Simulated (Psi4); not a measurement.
# [C3H3]+ (SMILES c1c[cH+]1) at 6 levels

We compute a comparison of 6 runs (HF/3-21G, HF/def2-SVP, CAM-B3LYP/STO-3G, B3LYP/6-31G*, MP3/6-311+G**, CCSD/def2-SVP) of [C3H3]+. 

Program for the calculation: Psi4 1.11.

5 further runs of the same task are left out: 1 that didn't finish, 4 set aside as unsound or not needed.

### Step 1. Starting point

[C3H3]+ has 6 atoms, charge +1, and is taken as a singlet. SMILES: `c1c[cH+]1`. The coordinates come from a GFN2-xTB relaxation.

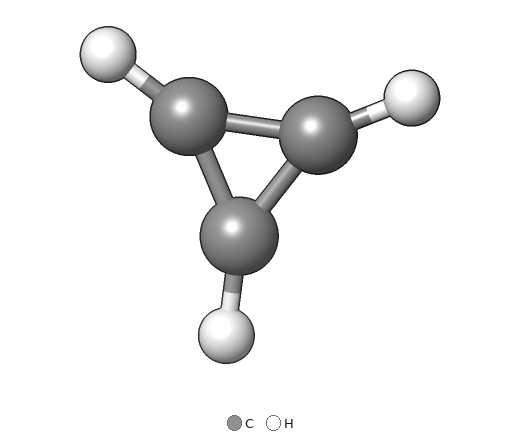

Viewed from a chosen angle; carbon grey, hydrogen white.

### Step 2. Energy and gradient at HF/3-21G (run 1)

Contents of c3h3.json:

```json
{
  "schema_name": "qcschema_input",
  "schema_version": 1,
  "molecule": {
    "schema_name": "qcschema_molecule",
    "schema_version": 2,
    "symbols": ["C", "C", "C", "H", "H", "H"],
    "geometry": [-1.37177109, -0.169773, -0.59184332, 1.15250617, 0.39769286, -0.87959192, 0.21839565, -0.22826002, 1.46890301, -3.22287121, -0.39491497, -1.39042269, 2.71281524, 0.93507428, -2.05931015, 0.51092525, -0.53983806, 3.45224617],
    "molecular_charge": 1,
    "molecular_multiplicity": 1,
    "fix_symmetry": "c1",
    "fix_com": true,
    "fix_orientation": true
  },
  "driver": "gradient",
  "model": {
    "method": "hf",
    "basis": "3-21G"
  },
  "keywords": {
    "puream": true,
    "e_convergence": 1e-09,
    "d_convergence": 1e-08,
    "scf_type": "pk",
    "scf_properties": ["WIBERG_LOWDIN_INDICES", "DIPOLE", "MAYER_INDICES"]
  }
}
```

Run with:

```sh
$ psi4 --qcschema c3h3.json -n 1 --memory 1600MB
```

stdout:

```text
[...]
  Running in c1 symmetry.
[...]
  Nuclear repulsion =   58.886585008391030
[...]
  Multiplicity = 1
[...]
  Nalpha       = 10
  Nbeta        = 10
[...]
    Number of basis functions: 33
[...]
   @RHF iter   1:  -114.30487019374159   -1.76372e-01   5.22626e-03 DIIS/ADIIS
[...]
   @RHF iter   9:  -114.32858492776492   -1.06581e-12   7.27935e-09 DIIS
[...]
    Orbital Energies [Eh]
    ---------------------
    Doubly Occupied:
       1A    -11.534419     2A    -11.534391     3A    -11.534047
       4A     -1.539649     5A     -1.074212     6A     -1.074073
       7A     -0.996964     8A     -0.800517     9A     -0.800122
      10A     -0.766226
[...]
  @RHF Final Energy:  -114.32858492776492
   => Energetics <=
    Nuclear Repulsion Energy =             58.8865850083910303
    One-Electron Energy =                -263.1211032811119139
    Two-Electron Energy =                  89.9059333449559688
    Total Energy =                       -114.3285849277649220
[...]
  -Total Gradient:
     Atom            X                  Y                   Z
    ------   -----------------  -----------------  -----------------
       1       -0.015495261859    -0.002211408916    -0.006565486200
       2        0.012675728405     0.004491478179    -0.010508615260
       3        0.002712180639    -0.002278550133     0.016733059154
       4       -0.007626879750    -0.000805808869    -0.003317456522
       5        0.006604286287     0.002229790563    -0.004632432244
       6        0.001129946277    -0.001425500824     0.008290931072
[...]
```

The result, in JSON:

```text
{
 "driver": "gradient",
 "model": {
  "method": "hf",
  "basis": "3-21G"
 },
 "success": true,
 "return_result": [-0.015495261858588724, -0.0022114089157297886, -0.0065654861995143796, 0.01267572840497802, 0.004491478179036366, -0.010508615259628144, 0.0027121806389522832, -0.0022785501330870005, 0.016733059153991564, -0.007626879749786986, -0.0008058088692392412, -0.003317456522365453, 0.006604286286871042, 0.002229790563443357, -0.004632432244215723, 0.0011299462773989091, -0.0014255008244052833, 0.008290931071562369],
 "properties": {
  "calcinfo_nbasis": 33,
  "calcinfo_nmo": 33,
  "calcinfo_nalpha": 10,
  "calcinfo_nbeta": 10,
  "calcinfo_natom": 6,
  "nuclear_repulsion_energy": 58.88658500839103,
  "return_energy": -114.32858492776492,
  "return_gradient": [-0.015495261858588724, -0.0022114089157297886, -0.0065654861995143796, 0.01267572840497802, 0.004491478179036366, -0.010508615259628144, 0.0027121806389522832, -0.0022785501330870005, 0.016733059153991564, -0.007626879749786986, -0.0008058088692392412, -0.003317456522365453, 0.006604286286871042, 0.002229790563443357, -0.004632432244215723, 0.0011299462773989091, -0.0014255008244052833, 0.008290931071562369],
  "scf_one_electron_energy": -263.1211032811119,
  "scf_two_electron_energy": 89.90593334495597,
  "scf_dipole_moment": [0.0001825788473709955, 3.6719433996468265e-05, 0.0004636233638590781],
  "scf_total_energy": -114.32858492776492,
  "scf_total_gradient": [-0.015495261858588724, -0.0022114089157297886, -0.0065654861995143796, 0.01267572840497802, 0.004491478179036366, -0.010508615259628144, 0.0027121806389522832, -0.0022785501330870005, 0.016733059153991564, -0.007626879749786986, -0.0008058088692392412, -0.003317456522365453, 0.006604286286871042, 0.002229790563443357, -0.004632432244215723, 0.0011299462773989091, -0.0014255008244052833, 0.008290931071562369],
  "scf_iterations": 9
 }
}
```

Wall time 1.2 s (1 thread of INTEL XEON PLATINUM 8581C at 2.30GHz (Emerald Rapids), shared host); peak memory 0.18 GiB.

### Step 3. A single-point energy at HF/def2-SVP (run 2)

Contents of job.py:

```python
import psi4

psi4.set_memory('1600 MB')
psi4.set_num_threads(1)
psi4.set_output_file('c3h3.out', False)

geom = psi4.geometry("""
1 1
C     -0.725910    -0.089840    -0.313190
C      0.609880     0.210450    -0.465460
C      0.115570    -0.120790     0.777310
H     -1.705470    -0.208980    -0.735780
H      1.435560     0.494820    -1.089740
H      0.270370    -0.285670     1.826850
symmetry c1
no_reorient
no_com
""")

psi4.set_options(dict(reference='rhf', puream=True, e_convergence=1e-09, d_convergence=1e-08, scf_type='pk'))

result, w = psi4.energy("hf/def2-SVP", molecule=geom, return_wfn=True)
psi4.oeprop(w, "MULLIKEN_CHARGES", "WIBERG_LOWDIN_INDICES", "DIPOLE", title="HF")
print(f'hf/def2-SVP energy: {result:.10f} Eh')
```

Run with:

```sh
$ python job.py
```

c3h3.out:

```text
[...]
  Running in c1 symmetry.
[...]
  Nuclear repulsion =   58.886584929216035
[...]
  Multiplicity = 1
[...]
  Nalpha       = 10
  Nbeta        = 10
[...]
    Number of basis functions: 57
[...]
   @RHF iter   1:  -114.89076207486190   -2.15803e-01   3.00363e-03 ADIIS/DIIS
[...]
   @RHF iter   9:  -114.91555568331113   -5.05906e-12   7.00338e-09 DIIS
[...]
    Orbital Energies [Eh]
    ---------------------
    Doubly Occupied:
       1A    -11.577356     2A    -11.575400     3A    -11.575369
       4A     -1.502071     5A     -1.064315     6A     -1.064195
       7A     -0.988366     8A     -0.790892     9A     -0.790513
      10A     -0.762334
[...]
  @RHF Final Energy:  -114.91555568331113
   => Energetics <=
    Nuclear Repulsion Energy =             58.8865849292160348
    One-Electron Energy =                -264.2226599432543708
    Two-Electron Energy =                  90.4205193307272026
    Total Energy =                       -114.9155556833111262
[...]
 Multipole Moments:
 ------------------------------------------------------------------------------------
     Multipole            Electronic (a.u.)      Nuclear  (a.u.)        Total (a.u.)
 ------------------------------------------------------------------------------------
 L = 1.  Multiply by 2.5417464519 to convert [e a0] to [Debye]
 Dipole X            :          0.0045316           -0.0043464            0.0001853
 Dipole Y            :          0.0016961           -0.0017197           -0.0000236
 Dipole Z            :          0.0131037           -0.0126801            0.0004236
 Magnitude           :                                                    0.0004630
[...]
```

On the terminal:

```text
hf/def2-SVP energy: -114.9155556833 Eh
```

Wall time 1.2 s (1 thread of INTEL XEON PLATINUM 8581C at 2.30GHz (Emerald Rapids), shared host); peak memory 0.2 GiB.

### Step 4. Energy and forces at CAM-B3LYP/STO-3G (run 3)

Contents of c3h3.xyz:

```xyz
6
C3H3
C     -0.725910    -0.089840    -0.313190
C      0.609880     0.210450    -0.465460
C      0.115570    -0.120790     0.777310
H     -1.705470    -0.208980    -0.735780
H      1.435560     0.494820    -1.089740
H      0.270370    -0.285670     1.826850
```

Contents of run.py:

```python
import numpy as np
from ase.calculators.psi4 import Psi4
from ase.io import read

atoms = read('c3h3.xyz')
calc = Psi4(atoms=atoms, method='cam-b3lyp', basis='STO-3G', memory='1600MB', num_threads=1, charge=1, multiplicity=1, label='c3h3')
calc.psi4.set_options({'puream': True, 'e_convergence': 1e-09, 'd_convergence': 1e-08, 'scf_type': 'pk', 'dft_radial_points': 99, 'dft_spherical_points': 590})
atoms.calc = calc

forces = atoms.get_forces()
print(f'energy: {atoms.get_potential_energy():.6f} eV')
print('forces / eV A^-1')
print(np.round(forces, 5))
```

Run with:

```sh
$ python run.py
```

c3h3.dat:

```text
[...]
  Running in c1 symmetry.
[...]
  Nuclear repulsion =   58.886584929216035
[...]
  Multiplicity = 1
[...]
  Nalpha       = 10
  Nbeta        = 10
[...]
    Number of basis functions: 18
[...]
   @RKS iter   1:  -114.21195364707205   -1.17321e+00   1.15329e-02 ADIIS/DIIS
[...]
   @RKS iter   8:  -114.24433283899299   -1.13687e-13   1.42052e-09 DIIS
[...]
    Orbital Energies [Eh]
    ---------------------
    Doubly Occupied:
       1A    -10.506921     2A    -10.506875     3A    -10.506568
       4A     -1.323297     5A     -0.941325     6A     -0.941212
       7A     -0.879962     8A     -0.730551     9A     -0.717003
      10A     -0.716667
[...]
  @RKS Final Energy:  -114.24433283899299
   => Energetics <=
    Nuclear Repulsion Energy =             58.8865849292160348
    One-Electron Energy =                -262.4321449905445434
    Two-Electron Energy =                 101.4605272586407523
    DFT Exchange-Correlation Energy =     -12.1593000363052361
    Empirical Dispersion Energy =           0.0000000000000000
    VV10 Nonlocal Energy =                  0.0000000000000000
    Total Energy =                       -114.2443328389929889
[...]
  -Total Gradient:
     Atom            X                  Y                   Z
    ------   -----------------  -----------------  -----------------
       1        0.007895657394     0.000776689730     0.003461222801
       2       -0.006884168718    -0.002272048740     0.004567627896
       3       -0.001089511887     0.001518189964    -0.008300440777
       4        0.028098916447     0.003532786828     0.012094811313
       5       -0.023515578661    -0.008142027318     0.018121164755
       6       -0.004505447639     0.004586403929    -0.029944517513
[...]
```

On the terminal:

```text
energy: -3108.746642 eV
forces / eV A^-1
[[-0.40601 -0.03994 -0.17798]
 [ 0.354    0.11683 -0.23488]
 [ 0.05602 -0.07807  0.42683]
 [-1.4449  -0.18166 -0.62194]
 [ 1.20922  0.41868 -0.93183]
 [ 0.23168 -0.23584  1.53981]]
```

Run time: 4.5 s. Hardware: 1 thread of INTEL XEON PLATINUM 8581C at 2.30GHz (Emerald Rapids), shared host; peak memory 0.4 GiB.

Runs 4 to 5 aren't shown in full; the table further down has their settings and results.

### Step 5. A single-point energy at CCSD/def2-SVP (run 6)

Changes to c3h3.json since step 2:

```diff
@@ -14,6 +14,6 @@
   },
-  "driver": "gradient",
+  "driver": "energy",
   "model": {
-    "method": "hf",
-    "basis": "3-21G"
+    "method": "ccsd",
+    "basis": "def2-SVP"
   },
@@ -24,3 +24,3 @@
     "scf_type": "pk",
-    "scf_properties": ["WIBERG_LOWDIN_INDICES", "DIPOLE", "MAYER_INDICES"]
+    "num_frozen_docc": 3
   }
```

Run with:

```sh
$ psi4 --qcschema c3h3.json -n 1 --memory 1600MB
```

stdout:

```text
[...]
  Running in c1 symmetry.
[...]
  Nuclear repulsion =   58.886585008391030
[...]
  Multiplicity = 1
[...]
  Nalpha       = 10
  Nbeta        = 10
[...]
    Number of basis functions: 57
[...]
   @RHF iter   1:  -114.89076207540390   -2.15803e-01   3.00363e-03 ADIIS/DIIS
[...]
   @RHF iter   9:  -114.91555568375573   -4.97380e-12   7.00338e-09 DIIS
[...]
    Orbital Energies [Eh]
    ---------------------
    Doubly Occupied:
       1A    -11.577356     2A    -11.575400     3A    -11.575369
       4A     -1.502071     5A     -1.064315     6A     -1.064195
       7A     -0.988366     8A     -0.790892     9A     -0.790513
      10A     -0.762334
[...]
  @RHF Final Energy:  -114.91555568375573
   => Energetics <=
    Nuclear Repulsion Energy =             58.8865850083910303
    One-Electron Energy =                -264.2226600993959664
    Two-Electron Energy =                  90.4205194072492162
    Total Energy =                       -114.9155556837557270
[...]
 Multipole Moments:
 ------------------------------------------------------------------------------------
     Multipole            Electronic (a.u.)      Nuclear  (a.u.)        Total (a.u.)
 ------------------------------------------------------------------------------------
 L = 1.  Multiply by 2.5417464519 to convert [e a0] to [Debye]
 Dipole X            :          0.0045316           -0.0043463            0.0001853
 Dipole Y            :          0.0016961           -0.0017197           -0.0000236
 Dipole Z            :          0.0131037           -0.0126800            0.0004236
 Magnitude           :                                                    0.0004630
[...]
      * MP2 total energy                      = -115.267965744457129
[...]
      * CCSD total energy                     = -115.292557752298620
[...]
```

The result, in JSON:

```text
{
 "driver": "energy",
 "model": {
  "method": "ccsd",
  "basis": "def2-SVP"
 },
 "success": true,
 "return_result": -115.29255775229862,
 "properties": {
  "calcinfo_nbasis": 57,
  "calcinfo_nmo": 57,
  "calcinfo_nalpha": 10,
  "calcinfo_nbeta": 10,
  "calcinfo_natom": 6,
  "nuclear_repulsion_energy": 58.88658500839103,
  "return_energy": -115.29255775229862,
  "scf_one_electron_energy": -264.22266009939597,
  "scf_two_electron_energy": 90.42051940724922,
  "scf_dipole_moment": [0.00018526653633244017, -2.3570502886816058e-05, 0.00042362610008561674],
  "scf_total_energy": -114.91555568375573,
  "scf_iterations": 9,
  "mp2_same_spin_correlation_energy": -0.0845744973513608,
  "mp2_opposite_spin_correlation_energy": -0.26783556334951336,
  "mp2_singles_energy": -2.3067531514170535e-27,
  "mp2_doubles_energy": -0.35241006070087416,
  "mp2_correlation_energy": -0.35241006070087416,
  "mp2_total_energy": -115.26796574445713,
  "ccsd_same_spin_correlation_energy": -0.07707519159033127,
  "ccsd_opposite_spin_correlation_energy": -0.2999268769520322,
  "ccsd_singles_energy": 0.0,
  "ccsd_doubles_energy": -0.37700206854236346,
  "ccsd_correlation_energy": -0.3770020685423633,
  "ccsd_total_energy": -115.29255775229862,
  "ccsd_iterations": 14
 }
}
```

Run time: 3.6 s. Hardware: 1 thread of INTEL XEON PLATINUM 8581C at 2.30GHz (Emerald Rapids), shared host; peak memory 0.27 GiB.

### Step 6. All runs side by side

| run | level | task | integration grid | energy (Eh) | HOMO energy (eV) | LUMO energy (eV) | HOMO–LUMO gap (eV) | wall time |
| --- | --- | --- | --- | --- | --- | --- | --- | --- |
| 1 | HF/3-21G | gradient | – | -114.328585 | -20.85 | -3.41 | 17.44 | 1.2 s |
| 2 | HF/def2-SVP | energy | – | -114.915556 | -20.74 | -3.36 | 17.38 | 1.2 s |
| 3 | CAM-B3LYP/STO-3G | gradient | 99 radial × 590 angular | -114.244333 | -19.50 | -5.68 | 13.82 | 4.5 s |
| 4 | B3LYP/6-31G* (Cartesian functions) | energy | 99 radial × 590 angular | -115.733247 | -17.40 | -8.03 | 9.38 | 5.1 s |
| 5 | MP3/6-311+G** (sfX2C, fitted SCF) | energy | – | -115.463808 | -20.61 | -3.52 | 17.09 | 4.5 s |
| 6 | CCSD/def2-SVP | energy | – | -115.292558 | -20.74 | -3.36 | 17.38 | 3.6 s |

### Step 7. Outcome

| quantity | value |
| --- | --- |
| run 6: total energy | -115.29256 Eh |
| run 6: HOMO energy (Hartree–Fock orbitals) | -20.74 eV |
| run 6: LUMO energy (Hartree–Fock orbitals) | -3.36 eV |
| run 6: HOMO–LUMO gap (Hartree–Fock orbitals) | 17.38 eV |
| run 6: correlation energy (3 core orbitals frozen) | -377.0 mEh |
| run 6: T1 diagnostic | 0.009 |

In words: Over runs 1, 2, 3, 4 the HOMO–LUMO gap runs from 9.38 eV (B3LYP/6-31G*) to 17.44 eV (HF/3-21G). The two ends differ in method and basis. Totals of different functionals can't be ranked against each other. In run 3 the basis is minimal, so the values are rough. All runs together took 20 s, the longest 5.1 s.
